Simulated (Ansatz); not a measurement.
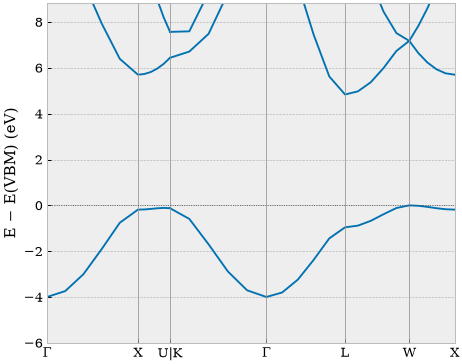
*Band structure from HSE06 (plane waves, PAW; program Ansatz)*

Question: Read off the gap and where the band edges lie.

Answer: About 4.8 eV (4.84 eV among the points solved); maximum at W, minimum at L.

The material is NaH (rock salt, Fm-3m).

The cell was relaxed with HSE06 under the symmetry of its start. The hybrid was solved on a coarse mesh, the path and, where they were found, the r²SCAN edge points; its band edges are the extreme levels among these.

Potentials: the later of the program's two PAW sets.
